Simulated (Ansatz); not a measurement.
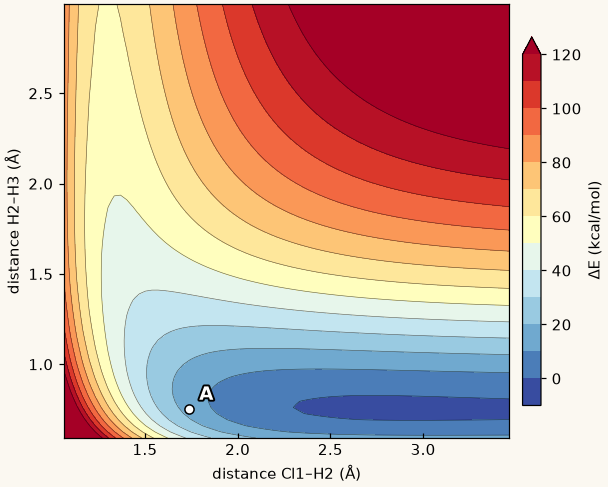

The system Cl⁻ + H₂. 
- The first coordinate is: distance Cl1–H2; the second: distance H2–H3.
- Nothing is relaxed (the angle Cl1–H2–H3 is fixed at 140 degrees).
- Grid: 17 × 17 points.
- All energies are given in kcal/mol relative to Cl with charge -1 far from the relaxed HH (each part in its own basis).
- The reference is spin-restricted, so regions where a bond is pulled apart into radicals lie too high.
- All numbers below come from Ansatz, RKS CAM-B3LYP-D4/aug-cc-pVTZ.

The picture shows filled contours, one colour for all values above the top of the scale, the point A. Between grid points the surface is interpolated.

> Which way does the force act at A, and how strong is it?

A, at distance Cl1–H2 = 1.735 Å, distance H2–H3 = 0.753 Å, is not a stationary point. The computed force is 63 kcal/mol for each Å towards larger values of distance Cl1–H2 and 47 kcal/mol for each Å towards larger values of distance H2–H3.
